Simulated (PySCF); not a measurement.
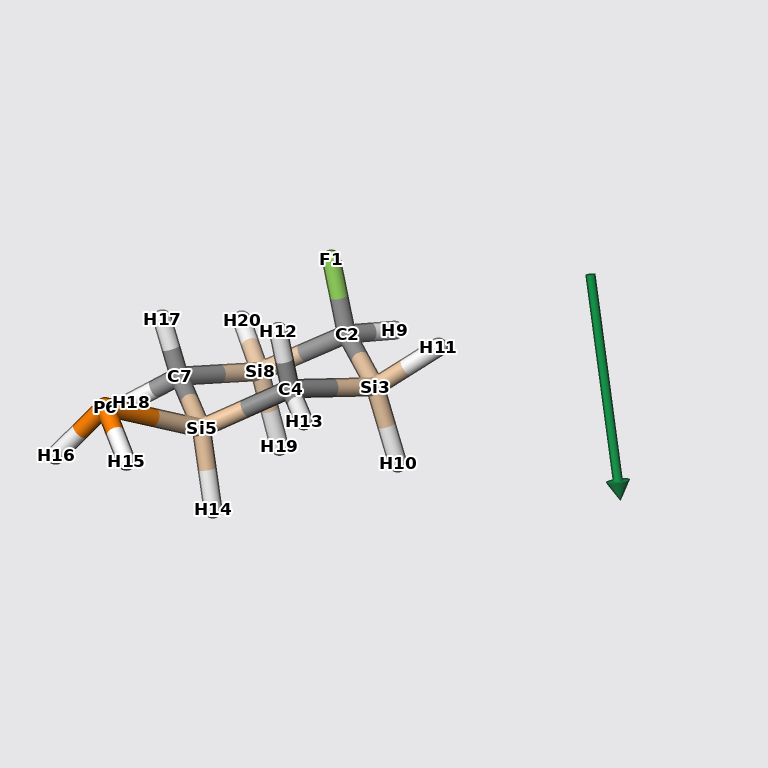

The arrow beside the molecule shows the direction of the dipole moment, from the negative to the positive end (its length means nothing). Computed geometry: GFN2-xTB optimisation. No frequency run is at hand to confirm it as a minimum. Method: PBE0/pcSseg-1, gas phase (PySCF 2.14.0).

Question: Estimate the dipole moment.

Answer: 1.91 D; it points from the side of F1 to the side of H14 (the outermost atoms at the two ends).

The geometry is semi-empirical. Around P, Si such bond lengths and angles can be off by a tenth of an ångström or more and by several degrees, and values that hang on the shape move with them.
